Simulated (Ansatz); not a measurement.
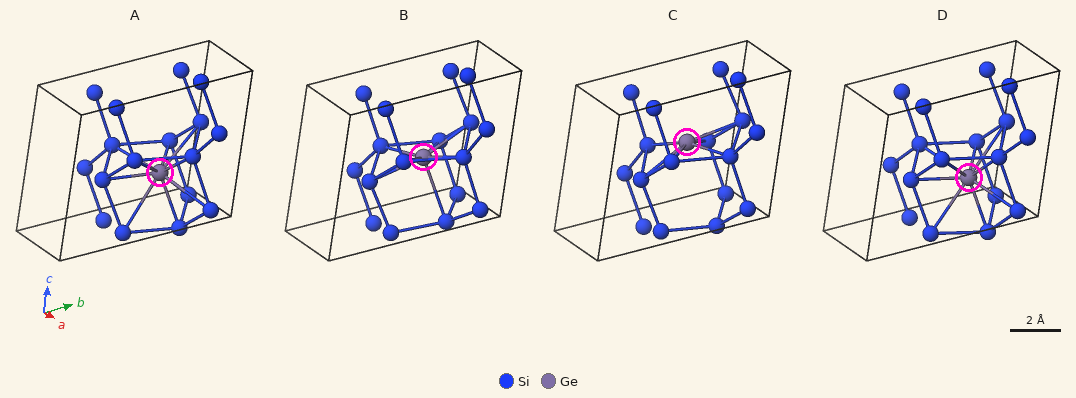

4 geometries from a converged minimum-energy path of Si with an interstitial Ge (17 atoms in the cell), shuffled. A ball-and-stick model of the reduced simulation cell (origin moved), seen slightly off an axis. The moving atom is ringed, with any periodic copies. Lengths and directions refer to the drawn axes. Bonds to atoms that aren't drawn are left out.

The calculation used Ansatz 0.2.0, DFT r2SCAN, scalar-relativistic, plane waves, PAW. Set-up: plane-wave cutoff 500 eV; k-point mesh 2 × 2 × 2; Gaussian smearing 0.05 eV; 7 movable images; climbing image; force threshold 0.03 eV/Å; iteration limit 9; starting path by straight interpolation.

Question: Which of them lies highest in energy?

Answer: C. In order along the path, whose images run from 0 to 8: D (image 0, 0.00 eV), A (image 1, +0.07 eV), B (image 3, +0.35 eV), C (image 5, +0.35 eV). The Ge atom travels furthest, 2.35 Å from end to end, along [−1 −1 3], on a straight line. At the highest image its nearest neighbour (Si) is 2.43 Å away, against 2.41 Å at the start, and the surrounding atoms stand up to 0.43 Å off the mean of their end positions.

Limits of the set-up: the periodic images lie only 7.7 Å apart, so the values are limited by the cell's size.

PAW datasets: the set soft_1.
